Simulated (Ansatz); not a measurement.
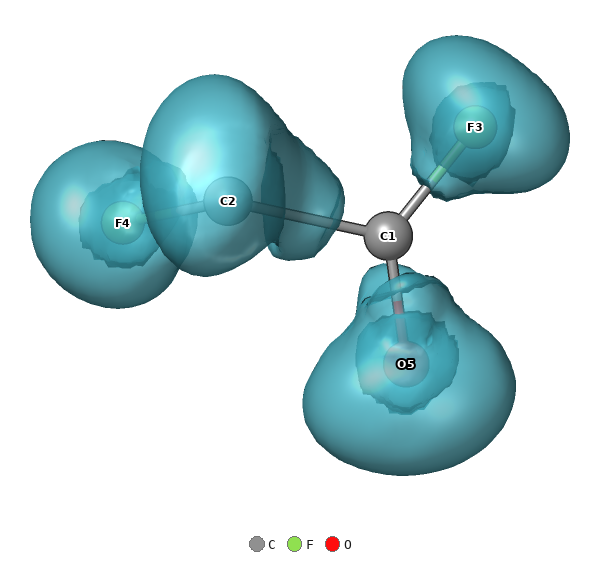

Figure 1: C2F2O (SMILES [O]/C(F)=[C+]/F) (charge +1, doublet). Isosurface of the ELF at 0.75 (cyan), seen across its widest extent. Core shells and regions of very low density are left out.

Geometry: PBE0-D3(BJ)/def2-SVP.

These are results of Ansatz 0.2.0, isolated molecule in a Gaussian basis; Kohn-Sham density functional theory, functional PBE0, not measurements.

```xyz
5

C    -2.4731   -0.9758    1.9039
C    -2.4719    0.4624    1.3952
F    -3.2484   -1.7811    1.3090
F    -2.8079    1.4400    2.0213
O    -1.6587   -1.1154    2.7397
```

> Describe the localisation domains.

The surface consists of one region on C in which the atom's valence shell and bonds are merged, two regions on F in which the atom's valence shell and bonds are merged and one region on O in which the atom's valence shell and bonds are merged.

Values along the shortest contacts:
C–O (1.18 Å): the ELF peaks at about 0.85 between the atoms (a multiple bond). C–F (1.21 Å): the ELF peaks at about 0.85 between the atoms, as expected for a short, strongly polar bond.
